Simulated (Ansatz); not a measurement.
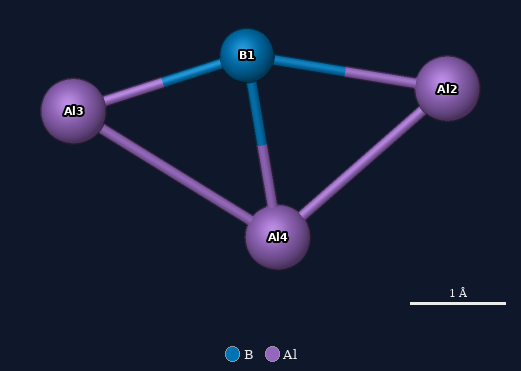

**Figure 1.** The structure as given in the input (ball-and-stick view, seen at a tilt; atoms are numbered from 1 in the order of the input). Sticks mark near contacts.

**Geometry relaxation of Al$_{3}$B (charge −1)**

Al$_{3}$B, charge −1, multiplicity 2, computed with UKS B3LYP-D4/def2-TZVPD (Ansatz 0.2.0).

Figures and captions count atoms from 1; the log counts them from 0 in places.

### The program's output
```
Functional definition: B3LYP
  name "B3LYP"
  cite "Stephens, Devlin, Chabalowski & Frisch, J. Phys. Chem. 98, 11623 (1994) doi:10.1021/j100096a001"
  cite "Becke, Phys. Rev. A 38, 3098 (1988) doi:10.1103/PhysRevA.38.3098"
  cite "Lee, Yang & Parr, Phys. Rev. B 37, 785 (1988) doi:10.1103/PhysRevB.37.785"
  cite "Vosko, Wilk & Nusair, Can. J. Phys. 58, 1200 (1980) doi:10.1139/p80-159"
  parameter a0 = 0.2
  parameter ax = 0.72
  parameter ac = 0.81
  exchange = (1 - a0 - ax)*slater_x + ax*b88_x + a0*exact_x
  correlation = (1 - ac)*vwn_rpa_c + ac*lyp_c
these checks for a lower state are left out or cut short: stability, starts, cluster_reference, orbital_swaps, neighbouring_geometries, increment
1005 factors; their error is unknown
mean field evaluation 1: about -20460.6575 eV, gradient 3.0e1 eV
mean field evaluation 2: about -20416.7966 eV, gradient 6.3e1 eV
mean field evaluation 4: about -20461.7027 eV, gradient 2.1e1 eV
mean field evaluation 8: about -20466.8044 eV, gradient 2.8e-1 eV
mean field evaluation 16: about -20466.8785 eV, gradient 8.0e-2 eV
mean field -20466.90876361 eV, -752.1450240935 hartree, gradient 7.3e-6 eV, S^2 1.398994; 0 other end points of the search recorded, 0 dependent functions left out
the calculation of the forces begins
reference -20466.90896371 eV, -752.1450314473 hartree; 23, 22 occupied and 143, 144 virtual orbitals, 1005 factors
relax step   1: F+E_penalty+E_count = -20467.18972393 eV  Δ(F+E_penalty+E_count) = +0.000e0 eV  max|allowed force component| = 1.737e0 eV/Å  Δτ_max = 0.0000 Å  (58 SCF iters, accepted)
these checks for a lower state are left out or cut short: stability, starts, cluster_reference, orbital_swaps, neighbouring_geometries, increment
1005 factors; their error is unknown
mean field evaluation 32: about -20467.1253 eV, gradient 9.1e-6 eV
mean field -20467.12525597 eV, -752.1529800411 hartree, gradient 1.8e-6 eV, S^2 1.400919; 0 other end points of the search recorded, 0 dependent functions left out
[... from here on the field's lines of each further geometry are left out, up to the last ...]
relax step   2: F+E_penalty+E_count = -20467.40472967 eV  Δ(F+E_penalty+E_count) = -2.150e-1 eV  max|allowed force component| = 1.185e0 eV/Å  Δτ_max = 0.0676 Å  (53 SCF iters, accepted)
relax step   3: F+E_penalty+E_count = -20467.77524647 eV  Δ(F+E_penalty+E_count) = -3.705e-1 eV  max|allowed force component| = 1.068e0 eV/Å  Δτ_max = 0.1999 Å  (66 SCF iters, accepted)
relax step   4: F+E_penalty+E_count = -20467.97337612 eV  Δ(F+E_penalty+E_count) = -1.981e-1 eV  max|allowed force component| = 7.382e-1 eV/Å  Δτ_max = 0.1994 Å  (38 SCF iters, accepted)
relax step   5: F+E_penalty+E_count = -20468.08861382 eV  Δ(F+E_penalty+E_count) = -1.152e-1 eV  max|allowed force component| = 6.407e-1 eV/Å  Δτ_max = 0.1951 Å  (37 SCF iters, accepted)
relax step   6: F+E_penalty+E_count = -20468.14032419 eV  Δ(F+E_penalty+E_count) = -5.171e-2 eV  max|allowed force component| = 3.733e-1 eV/Å  Δτ_max = 0.1967 Å  (35 SCF iters, accepted)
relax step   7: F+E_penalty+E_count = -20468.15099241 eV  Δ(F+E_penalty+E_count) = -1.067e-2 eV  max|allowed force component| = 1.368e-1 eV/Å  Δτ_max = 0.0465 Å  (31 SCF iters, accepted)
relax step   8: F+E_penalty+E_count = -20468.15168466 eV  Δ(F+E_penalty+E_count) = -6.923e-4 eV  max|allowed force component| = 6.639e-3 eV/Å  Δτ_max = 0.0121 Å  (32 SCF iters, accepted)
relax step   9: F+E_penalty+E_count = -20468.15173135 eV  Δ(F+E_penalty+E_count) = -4.668e-5 eV  max|allowed force component| = 4.061e-3 eV/Å  Δτ_max = 0.0046 Å  (30 SCF iters, accepted)
relax step  10: F+E_penalty+E_count = -20468.15175917 eV  Δ(F+E_penalty+E_count) = -2.782e-5 eV  max|allowed force component| = 3.324e-3 eV/Å  Δτ_max = 0.0066 Å  (30 SCF iters, accepted)
relax step  11: F+E_penalty+E_count = -20468.15211583 eV  Δ(F+E_penalty+E_count) = -3.567e-4 eV  max|allowed force component| = 1.372e-2 eV/Å  Δτ_max = 0.0569 Å  (33 SCF iters, accepted)
relax step  12: F+E_penalty+E_count = -20468.15063889 eV  Δ(F+E_penalty+E_count) = +1.477e-3 eV  max|allowed force component| = 1.653e-1 eV/Å  Δτ_max = 0.1956 Å  (40 SCF iters, rejected (line search))
relax step  13: F+E_penalty+E_count = -20468.15334740 eV  Δ(F+E_penalty+E_count) = -1.232e-3 eV  max|allowed force component| = 4.571e-2 eV/Å  Δτ_max = 0.0957 Å  (36 SCF iters, accepted)
the calculation of the forces begins
reference -20467.68518923 eV, -752.1735572089 hartree; 23, 22 occupied and 143, 144 virtual orbitals, 1005 factors
relax step  14: F+E_penalty+E_count = -20468.15316435 eV  Δ(F+E_penalty+E_count) = +1.830e-4 eV  max|allowed force component| = 1.194e-1 eV/Å  Δτ_max = 0.0974 Å  (37 SCF iters, rejected (line search))
these checks for a lower state are left out or cut short: stability, starts, cluster_reference, orbital_swaps, neighbouring_geometries, increment
1005 factors; their error is unknown
mean field -20467.68918776 eV, -752.1737041521 hartree, gradient 4.9e-6 eV, S^2 0.770617; 0 other end points of the search recorded, 0 dependent functions left out
the calculation of the forces begins
reference -20467.68939551 eV, -752.1737117869 hartree; 23, 22 occupied and 143, 144 virtual orbitals, 1005 factors
relax step  15: F+E_penalty+E_count = -20468.15475917 eV  Δ(F+E_penalty+E_count) = -1.412e-3 eV  max|allowed force component| = 1.799e-2 eV/Å  Δτ_max = 0.0487 Å  (32 SCF iters, accepted)
```

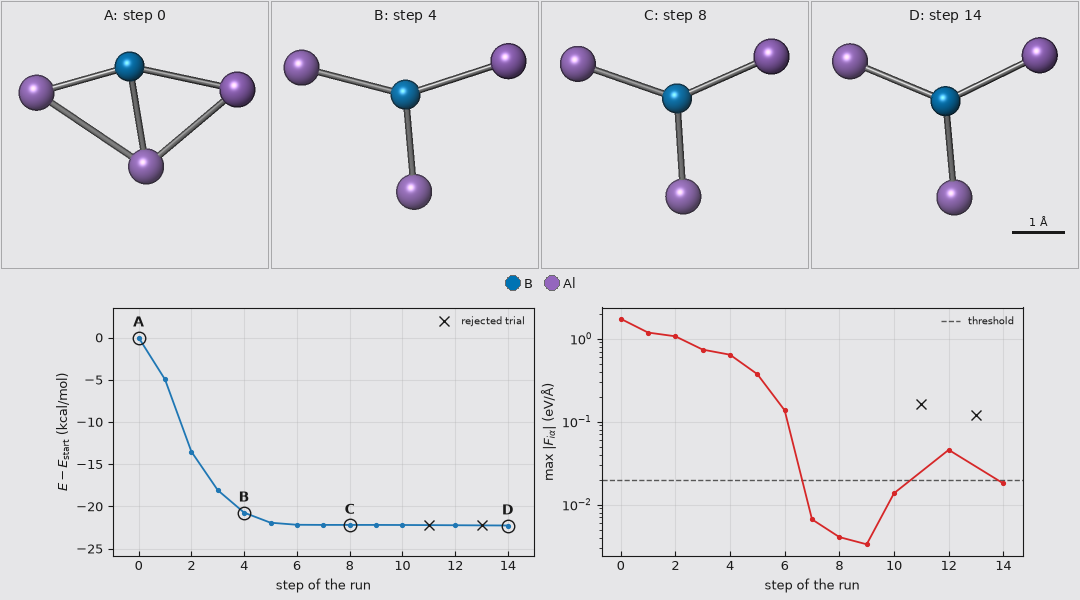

**Figure 2.** Frames of the relaxation (ball-and-stick view, seen at a tilt) above the curves, on which the letters mark them (the first geometry is step 0 here and step 1 in the log).

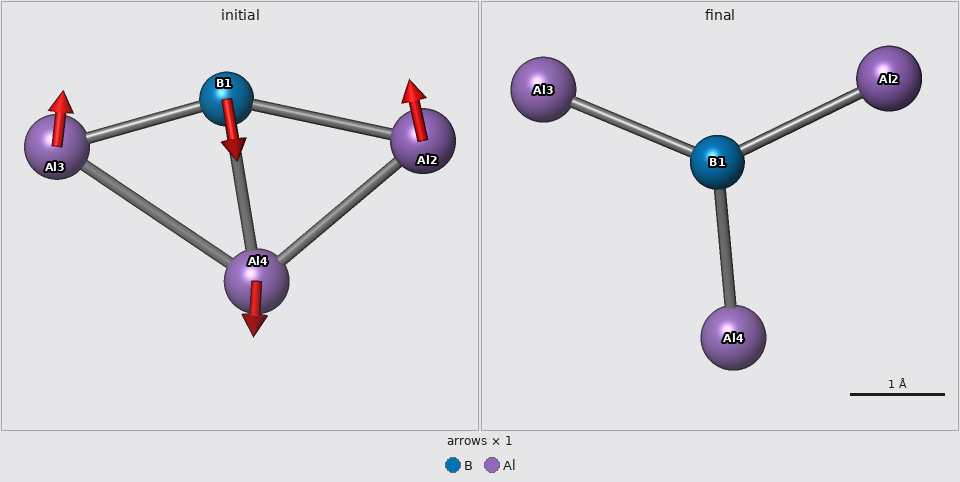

**Figure 3.** Before (left) and after (right) the relaxation, at one scale (ball-and-stick view, seen at a tilt). The red arrows give the displacements, at true length. The energy falls by 22.3 kcal/mol in 14 geometry steps. The largest force component goes from 1.7 to 0.018 eV/Å. The line search rejected the trial steps at points 11, 13 (counted from 0) and went back. The largest moves after the best rigid fit, 0.69 Å, are those of B1 and Al2. By element the largest moves are B 0.69 Å, Al 0.69 Å. Among the contacts that change: Al2–Al4 2.397 → 3.303 Å, Al3–Al4 2.583 → 3.356 Å, B1–Al3 1.920 → 2.058 Å, B1–Al2 2.155 → 2.049 Å. Bonds break: Al2–Al4 (2.40 → 3.30 Å), Al3–Al4 (2.58 → 3.36 Å). Among the angles that change: Al2–B1–Al4 69.8° → 110.3°, Al3–B1–Al4 81.6° → 112.6°, Al2–B1–Al3 151.4° → 130.8°. (Atoms are counted from 1 in the order of the input.)

```
Total energy: -20468.15496693 eV, -752.1908212208 hartree
Atom 0 at     0.260409    -0.616865     0.225163 Å, force    -0.002517    -0.017989     0.014340 eV/Å
Atom 1 at     1.867054     0.577876    -0.208494 Å, force     0.017770     0.016054    -0.007913 eV/Å
Atom 2 at    -1.759159    -0.285987     0.012017 Å, force    -0.006411    -0.003682    -0.004552 eV/Å
Atom 3 at     0.743897    -2.520924     0.008715 Å, force    -0.008843     0.005617    -0.001874 eV/Å
Dipole moment:     0.094533    -0.300872    -0.033232 e Å
Checks for a lower state left out: stability, starts, cluster_reference, orbital_swaps, neighbouring_geometries, increment
```

### Trajectory as extended XYZ (Å, eV, eV/Å), 15 frames, from step=1 to step=15
```
4
Properties=species:S:1:pos:R:3:forces:R:3 step=1 energy=-20467.18972
B     0.0000    0.0000    0.0000    1.6638   1.1914  -0.1304
Al    2.1509   -0.0462   -0.1192    0.1832   0.9013  -0.0473
Al   -1.7016   -0.8815    0.1116   -1.7368  -0.5001   0.1001
Al    0.6629   -1.9182    0.0450   -0.1102  -1.5925   0.0776
4
Properties=species:S:1:pos:R:3:forces:R:3 step=2 energy=-20467.40473
B     0.0389   -0.0148   -0.0022    1.1853   0.3052  -0.0718
Al    2.1578    0.0126   -0.1217    0.0074   0.5327  -0.0226
Al   -1.7468   -0.8579    0.1131   -1.0956  -0.2112   0.0594
Al    0.6623   -1.9858    0.0482   -0.0971  -0.6267   0.0350
4
Properties=species:S:1:pos:R:3:forces:R:3 step=3 energy=-20467.77525
B     0.1200   -0.1892   -0.0028    0.6214  -1.0680   0.0180
Al    2.1348    0.2111   -0.1277    0.3243   0.4337  -0.0371
Al   -1.8492   -0.6886    0.1124   -0.7789   0.1546   0.0299
Al    0.7067   -2.1792    0.0555   -0.1668   0.4797  -0.0108
4
Properties=species:S:1:pos:R:3:forces:R:3 step=4 energy=-20467.97338
B     0.1789   -0.3613    0.0016   -0.3300  -0.6751   0.0444
Al    2.1297    0.3525   -0.1339   -0.1807   0.1408   0.0027
Al   -1.9800   -0.5380    0.1119    0.7382   0.1507  -0.0421
Al    0.7836   -2.2991    0.0578   -0.2274   0.3835  -0.0050
4
Properties=species:S:1:pos:R:3:forces:R:3 step=5 energy=-20468.08861
B     0.2092   -0.5364    0.0073    0.1363   0.6407  -0.0382
Al    2.0621    0.5354   -0.1391   -0.6164  -0.2461   0.0433
Al   -1.8864   -0.4222    0.1020    0.3943   0.0447  -0.0211
Al    0.7273   -2.4227    0.0672    0.0858  -0.4393   0.0159
4
Properties=species:S:1:pos:R:3:forces:R:3 step=6 energy=-20468.14032
B     0.2496   -0.6342    0.0123    0.1419  -0.1294  -0.0016
Al    1.8865    0.6238   -0.1349   -0.1394  -0.1684   0.0151
Al   -1.7720   -0.2673    0.0887    0.1014  -0.0755  -0.0017
Al    0.7481   -2.5683    0.0714   -0.1040   0.3733  -0.0118
4
Properties=species:S:1:pos:R:3:forces:R:3 step=7 energy=-20468.15099
B     0.2504   -0.6021    0.0137    0.0503  -0.1183   0.0038
Al    1.9120    0.5959   -0.1359   -0.0067  -0.0121   0.0004
Al   -1.7786   -0.3133    0.0900   -0.0079  -0.0064   0.0001
Al    0.7284   -2.5264    0.0696   -0.0356   0.1368  -0.0044
4
Properties=species:S:1:pos:R:3:forces:R:3 step=8 energy=-20468.15169
B     0.2523   -0.5993    0.0166    0.0022  -0.0028   0.0017
Al    1.9184    0.5924   -0.1372   -0.0066  -0.0004  -0.0003
Al   -1.7806   -0.3230    0.0894    0.0024   0.0048  -0.0010
Al    0.7221   -2.5161    0.0686    0.0020  -0.0016  -0.0005
4
Properties=species:S:1:pos:R:3:forces:R:3 step=9 energy=-20468.15173
B     0.2525   -0.6021    0.0192    0.0035  -0.0010   0.0021
Al    1.9148    0.5933   -0.1380   -0.0041  -0.0023  -0.0005
Al   -1.7791   -0.3188    0.0883    0.0004   0.0011  -0.0009
Al    0.7241   -2.5183    0.0679    0.0001   0.0023  -0.0007
4
Properties=species:S:1:pos:R:3:forces:R:3 step=10 energy=-20468.15176
B     0.2527   -0.6036    0.0256    0.0013   0.0012   0.0033
Al    1.9121    0.5931   -0.1401    0.0005  -0.0007  -0.0012
Al   -1.7783   -0.3161    0.0858   -0.0020  -0.0005  -0.0011
Al    0.7256   -2.5193    0.0661    0.0002   0.0000  -0.0010
4
Properties=species:S:1:pos:R:3:forces:R:3 step=11 energy=-20468.15212
B     0.2549   -0.6118    0.0819   -0.0113   0.0122   0.0137
Al    1.8963    0.5909   -0.1594    0.0128  -0.0011  -0.0055
Al   -1.7746   -0.3003    0.0647    0.0005  -0.0106  -0.0039
Al    0.7356   -2.5247    0.0503   -0.0021  -0.0005  -0.0043
4
Properties=species:S:1:pos:R:3:forces:R:3 step=12 energy=-20468.15064 accepted=F
B     0.2625   -0.6425    0.2749   -0.0310   0.0344  -0.0537
Al    1.8359    0.5819   -0.2253   -0.0957  -0.1184   0.0303
Al   -1.7574   -0.2426   -0.0079    0.1653  -0.0656   0.0189
Al    0.7712   -2.5427   -0.0043   -0.0386   0.1496   0.0046
4
Properties=species:S:1:pos:R:3:forces:R:3 step=13 energy=-20468.15335
B     0.2584   -0.6228    0.1769   -0.0251   0.0155   0.0119
Al    1.8715    0.5852   -0.1921   -0.0076  -0.0263  -0.0027
Al   -1.7680   -0.2778    0.0293    0.0457  -0.0272  -0.0028
Al    0.7503   -2.5305    0.0233   -0.0130   0.0380  -0.0064
4
Properties=species:S:1:pos:R:3:forces:R:3 step=14 energy=-20468.15316 accepted=F
B     0.2614   -0.6291    0.2740   -0.0152  -0.0133  -0.0403
Al    1.8491    0.5761   -0.2253   -0.0628  -0.0657   0.0190
Al   -1.7592   -0.2623   -0.0066    0.1151  -0.0404   0.0125
Al    0.7610   -2.5306   -0.0047   -0.0371   0.1194   0.0088
4
Properties=species:S:1:pos:R:3:forces:R:3 step=15 energy=-20468.15476
B     0.2604   -0.6169    0.2252   -0.0025  -0.0180   0.0143
Al    1.8671    0.5779   -0.2085    0.0178   0.0161  -0.0079
Al   -1.7592   -0.2860    0.0120   -0.0064  -0.0037  -0.0046
Al    0.7439   -2.5209    0.0087   -0.0088   0.0056  -0.0019
```

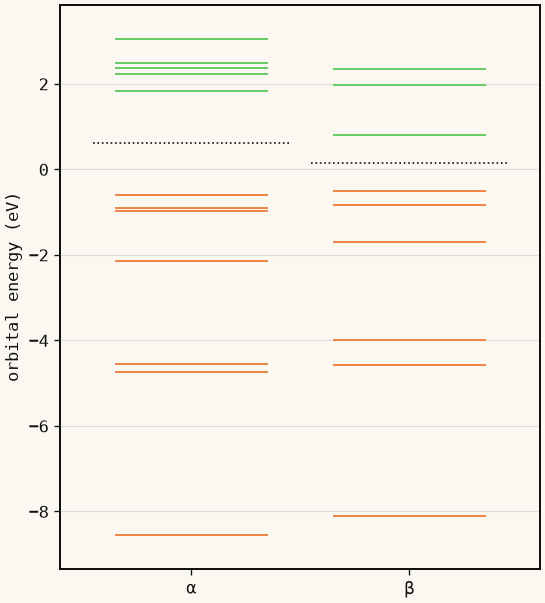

**Figure 4.** Orbital energies near the frontier for α and β spins; the dotted line parts filled from empty levels, and levels within 0.02 eV of each other stand side by side. α: highest filled −0.59 eV, lowest empty 1.84 eV, 2.43 eV apart; β: highest filled −0.50 eV, lowest empty 0.81 eV, 1.31 eV apart.

This output came from the following input.

### Input file
```yaml
crystal:
  periodic: [false, false, false]
  atoms:
    - {symbol: B, position_ang: [0.000000, 0.000000, 0.000000]}
    - {symbol: Al, position_ang: [2.150900, -0.046200, -0.119200]}
    - {symbol: Al, position_ang: [-1.701600, -0.881500, 0.111600]}
    - {symbol: Al, position_ang: [0.662900, -1.918200, 0.045000]}
basis:
  gaussian: {orbitals: def2-TZVPD}
total_charge: -1
magnetization: {spin_polarized: true, initial_magnetization: 1}
hamiltonian: {xc: {name: B3LYP}, dispersion: d4}
scf: {lower_state_search: "off"}
output: {orbitals: {seedname: orbitals}}
relax: {f_tol: 0.02, max_steps: 100}
```

Launch command:
```bash
ansatz run in.yaml --threads 4 --pin off --events-out ev --progress --plain --max-ram 3916MiB
```

### Summary

- outcome: converged
- total energy: −20468.1550 eV
- mean-field energy: −20467.6894 eV
- dispersion energy: −0.4656 eV
- ⟨S²⟩: 0.771
- HOMO (either spin): −0.50 eV
- LUMO (either spin): 0.81 eV
- largest force (length of the vector) at the end: 0.025 eV/Å
- hardware: 4 threads of Arm Neoverse V1, 23 GiB of memory available, shared host
- wall time: 45 s (CPU time 2.8 min)
- peak memory: 0.47 GiB
